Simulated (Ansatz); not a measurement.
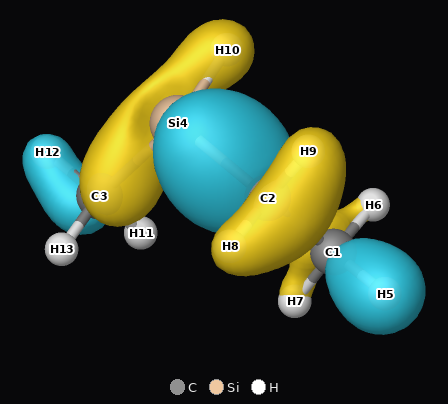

C3H9Si (SMILES CC[SiH]C) (doublet). The HOMO−1 (α) at ±0.15 Å⁻³ᐟ² (yellow and cyan are the two phases), seen at a tilt.

Geometry: PBE0-D3(BJ)/def2-SVP.

Theory: isolated molecule in a Gaussian basis; Kohn-Sham density functional theory, functional PBE0 (Ansatz).

Input

```
crystal:
  periodic: [false, false, false]
  atoms:
    - {symbol: C, position_ang: [-1.420530, -1.651413, 0.428902]}
    - {symbol: C, position_ang: [-0.676606, -0.909837, -0.682388]}
    - {symbol: C, position_ang: [-1.519824, 1.945460, 0.298401]}
    - {symbol: Si, position_ang: [-1.458512, 0.749070, -1.159670]}
    - {symbol: H, position_ang: [-0.939851, -2.615125, 0.664412]}
    - {symbol: H, position_ang: [-2.463301, -1.865386, 0.145289]}
    - {symbol: H, position_ang: [-1.449314, -1.066122, 1.361637]}
    - {symbol: H, position_ang: [0.370257, -0.721802, -0.386699]}
    - {symbol: H, position_ang: [-0.623665, -1.532399, -1.591822]}
    - {symbol: H, position_ang: [-2.844354, 0.525035, -1.698438]}
    - {symbol: H, position_ang: [-2.127788, 1.530745, 1.120547]}
    - {symbol: H, position_ang: [-1.965017, 2.907348, 0.002525]}
    - {symbol: H, position_ang: [-0.509330, 2.142924, 0.688467]}
basis:
  gaussian:
    orbitals: def2-TZVPD
magnetization:
  spin_polarized: true
  initial_magnetization: 1
hamiltonian:
  xc: pbe0
output:
  forces: true
  orbitals: {seedname: orbitals}
```

Run with:

```sh
ansatz run input.yaml --threads 2 --pin off --max-ram 4350MiB --events-out events.jsonl --progress --plain --runs-dir runs
```

Question: Where does this orbital lie, and at what energy?

Answer: Its weight (Hirshfeld) is mainly on C2 (about 30 %), Si4 (about 25 %), C3 (about 10 %), C1 (about 10 %) and H5 (about 5 %). Its energy is −8.38 eV.
